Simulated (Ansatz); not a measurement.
Consider this structure, MoS.

```
Mo S
1.0
     3.91914    0.00000    0.00000
    -1.95957    3.39408    0.00000
     0.00000    0.00000    5.35794
Mo S
2 2
Cartesian
  1.9596 1.1314 0.1445
  0.0000 2.2627 2.8235
  1.9596 1.1314 3.2053
  0.0000 2.2627 0.5263
```

Structure used: the input geometry of an electronic-structure calculation (not necessarily at equilibrium); the starting structure was generated, so it need not be a known form of this composition.

Q: Where will the first 3 clear peaks of its X-ray PDF lie (peak width σ = 0.07 Å), and from which pairs do they come?

A: 1. 2.29 Å: Mo–S at 2.29–2.30 Å
2. 3.06 Å: Mo–S at 3.06 Å
3. 3.51 Å: Mo–Mo at 3.51 Å; S–S at 3.51 Å

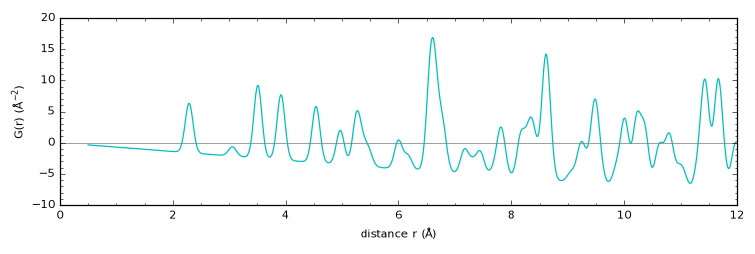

The curve is a calculated X-ray PDF: distances of the static structure, each pair weighted by the product of the atomic numbers (X-ray weights at Q = 0), broadened by Gaussians with σ = 0.07 Å, damped by exp(−(Q_damp r)²/2) with Q_damp = 0.020 Å⁻¹. No termination ripples are included.
